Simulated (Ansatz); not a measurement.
```sh
ansatz run in.yaml --threads 2 --pin off --events-out ev --progress --plain --max-ram 4352MiB
```

```yaml
crystal:
  periodic: [false, false, false]
  atoms:
    - {symbol: C, position_ang: [-1.468380, -1.231279, -0.711628]}
    - {symbol: Si, position_ang: [-0.558346, 0.219443, -0.584323]}
    - {symbol: Si, position_ang: [1.506187, 0.060565, 0.448090]}
    - {symbol: H, position_ang: [-1.694886, -2.278906, -0.594487]}
    - {symbol: H, position_ang: [1.723255, 1.559026, 0.233275]}
    - {symbol: H, position_ang: [-1.247562, 1.400459, -1.172839]}
basis:
  gaussian: {orbitals: def2-TZVPP}
magnetization: {spin_polarized: true, initial_magnetization: 1}
hamiltonian: {xc: {name: wB97M-V}}
```

Describe the molecule in this file.

It has 6 atoms: 1 carbon, 3 hydrogen and 2 silicon (CH₃Si₂). The point group is Cs. It is an open-shell species. All atoms lie on one plane. Coordination: 1 C bent; 1 Si trigonal planar; 1 Si bent.

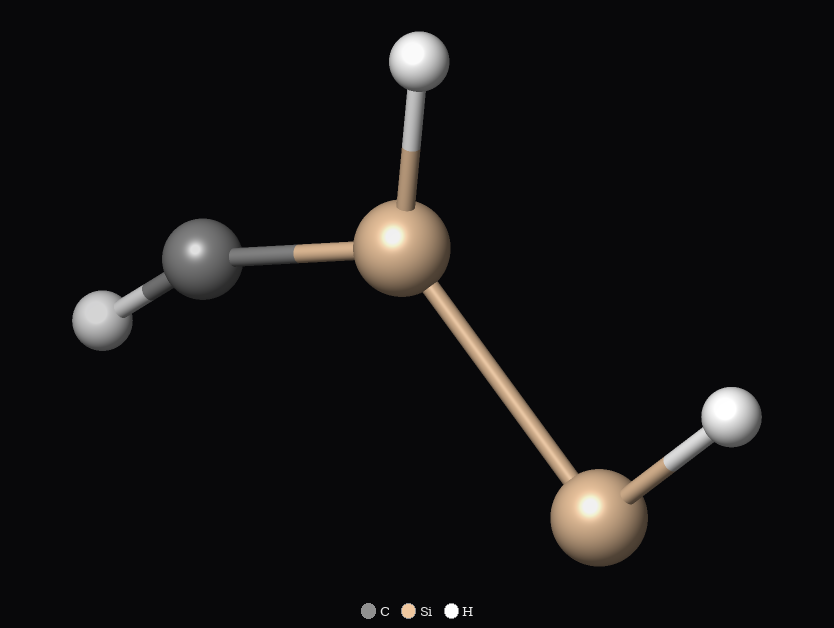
